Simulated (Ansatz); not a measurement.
**O2F (SMILES [O]OF): USVWN5/STO-3G**

What is the vertical ionisation energy of O2F at USVWN5/STO-3G? 

The results are computed with Ansatz 0.2.0.

46 further runs of the same task are left out: 12 that didn't finish, 34 set aside as unsound or not needed.

## 1. The system as given

The species is O2F (3 atoms), meant as a doublet with charge 0. SMILES: `[O]OF`. Geometry: relaxed at GFN2-xTB.

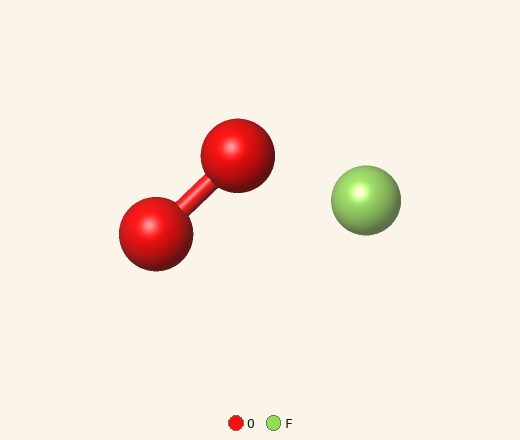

The structure, seen from a chosen angle (oxygen red, fluorine green).

## 2. The energy at USVWN5/STO-3G

job.yaml reads:

```yaml
basis:
  gaussian:
    orbitals: STO-3G
crystal:
  periodic: [false, false, false]
  atoms:
    - symbol: O
      position_ang: [0.949760, -0.292600, 0.491570]
    - symbol: O
      position_ang: [0.124690, 0.486900, 0.122000]
    - symbol: F
      position_ang: [-1.074440, -0.194290, -0.613560]
magnetization:
  spin_polarized: true
  initial_magnetization: 1
hamiltonian:
  xc: {name: SVWN5}
accuracy: high
```

On the command line:

```console
$ ansatz run job.yaml --threads 1 --pin off --max-ram 2610MiB --events-out events.jsonl --progress --plain --runs-dir runs
```

Output:

```text
Warning: RAYON_NUM_THREADS=1 ignored (pool sized by the plan → 1); use --threads N
Functional definition: SVWN5
  name "SVWN5"
  exchange = slater_x
  correlation = vwn5_c
250 factors; integrals over basis functions are off by at most 3.6e-8 eV
mean field evaluation 1: about -6661.0527 eV, gradient 2.0e1 eV
mean field evaluation 2: about -6631.6581 eV, gradient 5.9e1 eV
mean field evaluation 4: about -6663.2996 eV, gradient 7.0e-1 eV
mean field evaluation 8: about -6663.2633 eV, gradient 7.8e-2 eV
mean field evaluation 16: about -6663.2634 eV, gradient 2.7e-8 eV
mean field -6663.26340868 eV, -244.8704137467 hartree, gradient 3.2e-8 eV, S^2 0.753065; 0 other end points of the search recorded, 0 dependent functions left out
reference -6663.26340927 eV, -244.8704137685 hartree; 13, 12 occupied and 2, 3 virtual orbitals, 250 factors
Total energy: -6663.26340927 eV, -244.8704137685 hartree
```

Run time: 0.54 s. Hardware: 1 thread of Arm Neoverse V2, shared host; peak memory 0.09 GiB.

## 3. The singlet cation at the same level

input.yaml reads:

```yaml
crystal:
  periodic: [false, false, false]
  atoms:
    - symbol: O
      position_ang: [0.949760, -0.292600, 0.491570]
    - symbol: O
      position_ang: [0.124690, 0.486900, 0.122000]
    - symbol: F
      position_ang: [-1.074440, -0.194290, -0.613560]
basis:
  gaussian:
    orbitals: STO-3G
total_charge: 1
hamiltonian:
  xc: {name: SVWN5}
accuracy: high
```

On the command line:

```console
$ ansatz run input.yaml --threads 1 --pin off --max-ram 2610MiB --events-out events.jsonl --progress --plain --runs-dir runs
```

Output:

```text
Warning: RAYON_NUM_THREADS=1 ignored (pool sized by the plan → 1); use --threads N
[... 4 set-up lines as earlier in the session ...]
250 factors; integrals over basis functions are off by at most 3.6e-8 eV
mean field evaluation 1: about -6648.0539 eV, gradient 3.8e1 eV
mean field evaluation 2: about -6349.1234 eV, gradient 1.4e2 eV
mean field evaluation 4: about -6621.2542 eV, gradient 8.8e1 eV
mean field evaluation 8: about -6654.8470 eV, gradient 4.1e-3 eV
mean field evaluation 16: about -6620.2772 eV, gradient 7.5e1 eV
mean field evaluation 32: about -6620.2772 eV, gradient 7.5e1 eV
mean field -6654.79081738 eV, -244.5590517594 hartree, gradient 4.9e-8 eV, S^2 0.000000; 3 other end points of the search recorded, 0 dependent functions left out
reference -6654.79081796 eV, -244.5590517807 hartree; 12, 12 occupied and 3, 3 virtual orbitals, 250 factors
Total energy: -6654.79081796 eV, -244.5590517807 hartree
```

It took 0.6 s on 1 thread of Arm Neoverse V2, shared host.

## 4. Summary of results

At USVWN5/STO-3G:

| quantity | value |
| --- | --- |
| doublet O2F: total energy | -244.87041 Eh |
| doublet O2F: ⟨S²⟩ | 0.753 |
| singlet cation: total energy | -244.55905 Eh |
| vertical ionisation energy (to the singlet cation) | 8.473 eV |

The vertical ionisation energy comes to 8.47 eV (817 kJ/mol). Only the singlet of the ionised species was computed; a triplet could lie lower. In a minimal basis such a difference can be off by several eV, whatever the method.
